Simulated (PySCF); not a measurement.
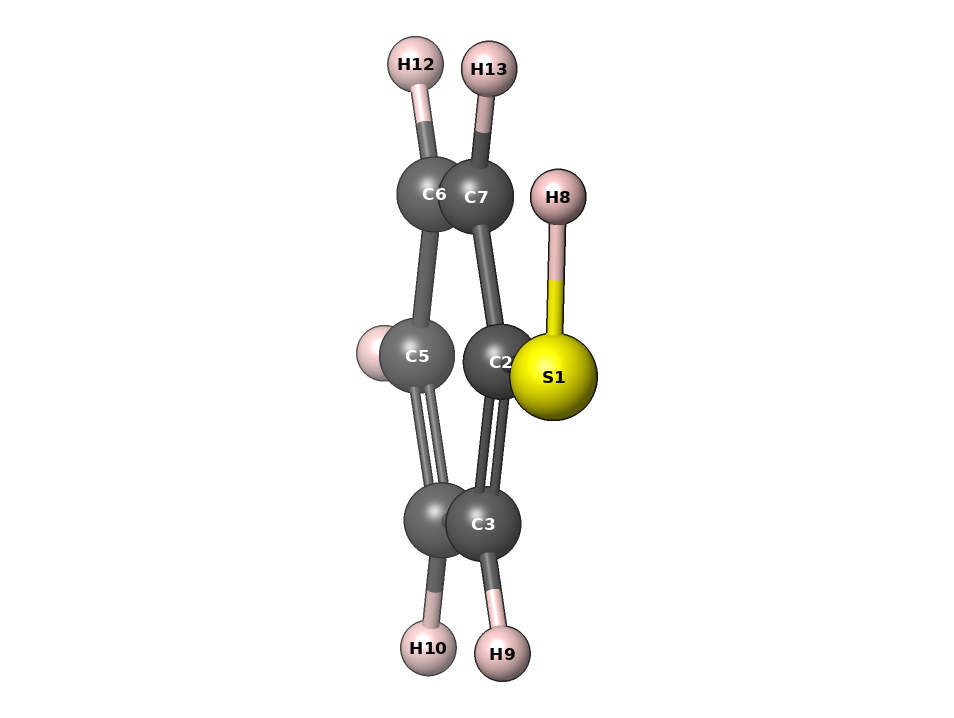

C2 lies behind S1. The molecule seen a little off the S1–C2 bond, S1 in front. Depth is shown by fading: the farther an atom, the more it takes the colour of the background. Computed geometry: PBE0-D3(BJ)/def2-SVP optimisation. No frequency run is at hand to confirm it as a minimum.

Q: What is the torsion angle H8–S1–C2–C3? The sign is positive where the front bond must turn clockwise to cover the back bond.

A: 179°, antiperiplanar (anti).
